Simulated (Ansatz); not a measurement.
**C2H3AlF3N: single point in a Gaussian basis, by script**

Wanted for C2H3AlF3N: a single point in a Gaussian basis.

All numbers are computed with Ansatz 0.2.0 through its Python package. Level of theory: PBE0/def2-SVPD.

### 1 The structure

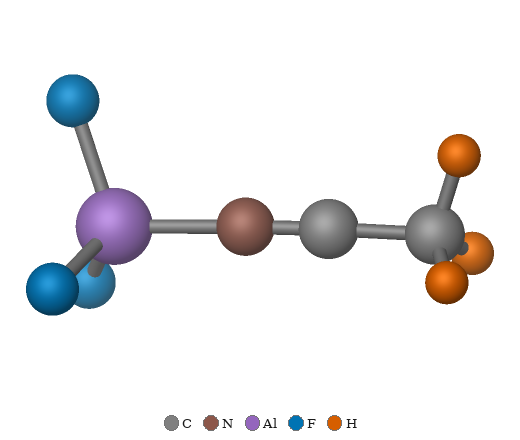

The starting structure, viewed from a chosen angle; carbon grey, nitrogen brown, aluminium purple, fluorine blue, hydrogen orange.

No structure file is read: the coordinates are typed or built in the script.

### 2 Script

Input file c2h3alf3n.py:

```python
"""Electronic structure of the C2H3AlF3N molecule."""

import ansatz as az

GEOMETRY = """
C    -0.13940   -1.27400    1.91460
C    -0.07550   -0.44460    0.67460
N    -0.01280    0.18260   -0.30910
Al    0.24220    1.19670   -1.86540
F     1.90630    1.32970   -2.33320
F    -0.52700    2.84090   -1.59190
F    -0.70380    0.36640   -3.18460
H    -0.59520   -2.20020    1.66070
H    -0.83270   -0.67630    2.66790
H     0.82110   -1.37230    2.36930
"""

system = az.Crystal.molecule()
for line in GEOMETRY.strip().splitlines():
    symbol, *xyz = line.split()
    system = system.atom(symbol, [float(v) for v in xyz])

base = system.calculation().basis(gaussian="def2-SVPD").functional("pbe0")
result = base.run(threads=1)
data = result.report

print("reference energy %16.6f eV" % data["reference_energy_ev"])
print("total energy     %16.6f eV" % data["free_energy_ev"])
print("occupied orbitals outside the frozen core (up, down):", data["n_occupied"], " frozen:", data["n_frozen"], " virtual:", data["n_virtual"])

field = data["mean_field"]
print("<S^2> =", round(abs(field["state"]["spin_squared"]), 4), " all-electron relativity setting:", field["relativity"])
print("passes:", field["passes"])
if "symmetry" in field:
    print("occupied orbitals by irrep:", field["symmetry"]["occupied"])
```

### 3 Running it

Command:

```
$ python c2h3alf3n.py
```

Log:

```text
reference energy    -18340.742426 eV
total energy        -18340.742426 eV
occupied orbitals outside the frozen core (up, down): [31, 31]  frozen: 0  virtual: [146, 146]
<S^2> = 0.0  all-electron relativity setting: none
passes: {'evaluations': 16, 'products': 13}
occupied orbitals by irrep: [{'A': 31}, {'A': 31}]
```

Wall time 5 s (1 thread of AMD EPYC 9R14 (Zen 4), shared host); peak memory 0.44 GiB.

Lines on the test bed's own set-up are left out of the output.

### 4 Size and end state of the run

From the engine's report, whether the script printed it or not:

| item | value |
| --- | --- |
| SCF cycles in all | 18 |
| orbitals | 177 |
| total energy (eV) | -18340.74243 |

### 5 The command-line twin

Run from a file, the same calculation prints its log.

Input file input.yaml:

```yaml
crystal:
  periodic: [false, false, false]
  atoms:
    - { symbol: C, position_ang: [-0.1394, -1.274, 1.9146] }
    - { symbol: C, position_ang: [-0.0755, -0.4446, 0.6746] }
    - { symbol: "N", position_ang: [-0.0128, 0.1826, -0.3091] }
    - { symbol: Al, position_ang: [0.2422, 1.1967, -1.8654] }
    - { symbol: F, position_ang: [1.9063, 1.3297, -2.3332] }
    - { symbol: F, position_ang: [-0.527, 2.8409, -1.5919] }
    - { symbol: F, position_ang: [-0.7038, 0.3664, -3.1846] }
    - { symbol: H, position_ang: [-0.5952, -2.2002, 1.6607] }
    - { symbol: H, position_ang: [-0.8327, -0.6763, 2.6679] }
    - { symbol: H, position_ang: [0.8211, -1.3723, 2.3693] }
basis:
  gaussian: { orbitals: def2-SVPD }
hamiltonian:
  xc: pbe0
```

Command:

```
$ ansatz run input.yaml --threads 1 --pin off --max-ram 4096MiB --backend cpu --events-out ev --progress --plain --runs-dir out
```

Log:

```text
Warning: RAYON_NUM_THREADS=1 ignored (pool sized by the plan → 1); use --threads N
Engine: ansatz 0.2.0, x86_64-unknown-linux-gnu
Functional definition: PBE0
  parameter a = 0.25
  parameter kappa = 0.804
  parameter beta = 0.06672455060314922
  exchange = (1 - a)*pbe_x(kappa = kappa, mu = beta*pi^2/3) + a*exact_x
  correlation = pbe_c(beta = beta)
1505 factors; their error is unknown
mean field evaluation 1: about -18331.4458 eV, gradient 7.3e1 eV
mean field evaluation 2: about -18313.7572 eV, gradient 1.3e2 eV
mean field evaluation 4: about -18340.5296 eV, gradient 7.5e0 eV
mean field evaluation 8: about -18340.6395 eV, gradient 1.7e-1 eV
mean field evaluation 16: about -18340.7424 eV, gradient 2.4e-4 eV
mean field -18340.74238314 eV, -674.0098507787 hartree, gradient 3.4e-5 eV, S^2 0.000000; 0 other end points of the search recorded, 0 dependent functions left out
reference -18340.74242615 eV, -674.0098523593 hartree; 31, 31 occupied and 146, 146 virtual orbitals, 1505 factors
Total energy: -18340.74242615 eV, -674.0098523593 hartree
```

Wall time 4.6 s (1 thread of AMD EPYC 9R14 (Zen 4), shared host); peak memory 0.39 GiB.

Script and command line differ by 0.000 meV in the energy.

### 6 Results

```
    quantity           value
total energy  -18340.7424 eV
```

In words: The run converged in 18 cycles with 177 orbitals. The geometry is a force-field or estimated start, not a minimum of this method, and the basis set is short of its limit.
